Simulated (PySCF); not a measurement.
**C₆H₆O₂Si: electronic excitations**

What electronic excitations should C₆H₆O₂Si (`C=C=C(C#C[SiH3])C(=O)O`) show?

Computed with PySCF 2.14.0, with density-fitted response routines of our own, on a single molecule in the gas phase. Atoms count from 0, in the outputs and in this text.

## (1) The molecule as given

15 atoms, charge 0, multiplicity 1; geometry from: GFN2-xTB.

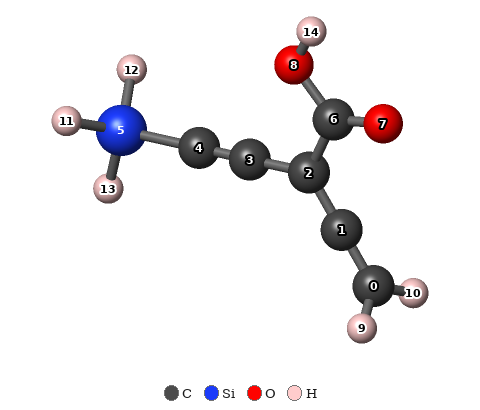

The starting geometry (carbon dark grey, silicon blue, oxygen red, hydrogen pink), atoms numbered.

## (2) Excited states and response: wB97X-D/def2-SVPD

Job settings and geometry (Å):

```
{"job": {"kind": "uv", "xc": "wB97X-D", "basis": "def2-SVPD", "nstates": 8, "ntriplets": 3}, "charge": 0, "multiplicity": 1}
C     -2.522452     1.600944    -1.242260
C     -1.711304     0.687266    -0.838106
C     -0.882059    -0.247758    -0.421657
C      0.371762     0.074009     0.155458
C      1.442143     0.334440     0.651477
Si     3.067255     0.730926     1.428414
C     -1.250945    -1.680377    -0.544423
O     -2.278079    -2.092456    -1.020066
O     -0.300002    -2.489878    -0.057896
H     -3.267024     2.029034    -0.589835
H     -2.498115     1.976470    -2.253011
H      3.048747     0.233493     2.806359
H      4.124389     0.079024     0.652004
H      3.225915     2.187627     1.404217
H     -0.574645    -3.414774    -0.152587
```

With the program's defaults for keys left out, this is: TDDFT wB97X-D/def2-SVPD, vertical, gas phase, core orbitals frozen in the response.

The run is started by

```console
OMP_NUM_THREADS=1 python probes_run.py task.json out
```

The driver reads the jobs from task.json and runs them one after another.

Standard output:

```text
coarse grid: 14032 points
cycle   1  E = -671.2745618898  dE =  1.645e+00  |g| = 9.829e-01  |ddm| = 1.090e+01
cycle   2  E = -671.1380975662  dE =  1.365e-01  |g| = 1.367e+00  |ddm| = 3.833e+00
cycle   3  E = -671.4725551280  dE = -3.345e-01  |g| = 1.734e-01  |ddm| = 2.293e+00
cycle   4  E = -671.4778890790  dE = -5.334e-03  |g| = 7.912e-02  |ddm| = 4.154e-01
cycle   5  E = -671.4791601087  dE = -1.271e-03  |g| = 1.467e-02  |ddm| = 1.718e-01
cycle   6  E = -671.4792204754  dE = -6.037e-05  |g| = 5.133e-03  |ddm| = 6.044e-02
cycle   7  E = -671.4792290968  dE = -8.621e-06  |g| = 2.766e-03  |ddm| = 2.201e-02
final grid: 133824 points
cycle   8  E = -671.5875826078  dE = -1.085e-04  |g| = 6.147e-03  |ddm| = 3.432e-01
cycle   9  E = -671.5875802528  dE =  2.355e-06  |g| = 7.331e-03  |ddm| = 4.018e-02
cycle  10  E = -671.5875917121  dE = -1.146e-05  |g| = 1.023e-03  |ddm| = 1.295e-02
cycle  11  E = -671.5875919767  dE = -2.646e-07  |g| = 5.705e-04  |ddm| = 3.788e-03
cycle  12  E = -671.5875920605  dE = -8.372e-08  |g| = 1.631e-04  |ddm| = 1.800e-03
cycle  13  E = -671.5875920685  dE = -8.017e-09  |g| = 7.431e-05  |ddm| = 5.710e-04
cycle  14  E = -671.5875920704  dE = -1.911e-09  |g| = 3.180e-05  |ddm| = 2.888e-04
cycle  15  E = -671.5875920708  dE = -3.859e-10  |g| = 8.499e-06  |ddm| = 1.471e-04
converged SCF energy = -671.5875920708

Static polarisability (au): isotropic 113.309, principal 69.769 106.533 163.625

Singlet excitations
state   eV       nm        f      main configurations
  1   4.8848    253.8   0.00005   H-1->L 0.86
  2   5.1373    241.3   0.29296   H->L 0.89
  3   5.1636    240.1   0.00006   H-2->L 0.80
  4   5.3244    232.9   0.00011   H->L+1 0.80
  5   5.6707    218.6   0.00008   H-3->L 0.65, H-1->L+3 0.19
  6   6.2750    197.6   0.05818   H->L+3 0.49, H-1->L+1 0.27
  7   6.3292    195.9   0.00090   H->L+4 0.74
  8   7.0775    175.2   0.00321   H->L+2 0.77, H->L+6 0.08

Triplet excitations (Tamm-Dancoff, eV): 3.3713 4.6167 4.8414
```

Run time: 2 min. Hardware: 1 thread of Arm Neoverse N1, shared host; peak memory 1.1 GiB.

Frontier orbitals and where they lie:

```
orbital      eV                       atoms
 HOMO−3  -10.97   O7 27 %, C1 19 %, C0 18 %
 HOMO−2  -10.50   O7 26 %, C0 22 %, C1 20 %
 HOMO−1   -9.74   C4 29 %, C3 27 %, O7 19 %
   HOMO   -9.07   C4 28 %, C3 22 %, C1 16 %
   LUMO   -0.13   C1 28 %, C2 15 %, C6 10 %
 LUMO+1    1.13   C0 24 %, C1 22 %, C4 10 %
 LUMO+2    1.85  Si5 21 %, O8 15 %, C6 11 %
```

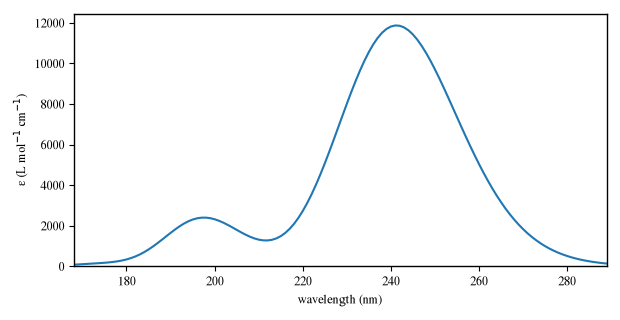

Absorption spectrum: each of the 8 states is a Gaussian band of 0.4 eV half-width at 1/e. Beyond the last state computed it falls off for lack of states.

Ground-state properties from the same run:

```
           property  computed
  dipole moment (D)      1.19
polarisability (Å³)     16.79
 HOMO–LUMO gap (eV)      8.94
      −ε(HOMO) (eV)      9.07
```

## (3) Results

| quantity | value |
| --- | --- |
| lowest singlet (wB97X-D/def2-SVPD) | 4.88 eV (254 nm), f = 0.000 |
| brightest single state of those computed | state 2, 5.14 eV, f = 0.293 |
| lowest triplet | 3.37 eV |

What this shows: The first singlet state (HOMO−1→LUMO 0.86) lies at 4.88 eV and is dark; of the 8 states computed, the strongest absorption comes from state 2 at 5.14 eV. The lowest triplet lies 1.51 eV below the lowest singlet (triplets in Tamm-Dancoff, singlets in full TDDFT).
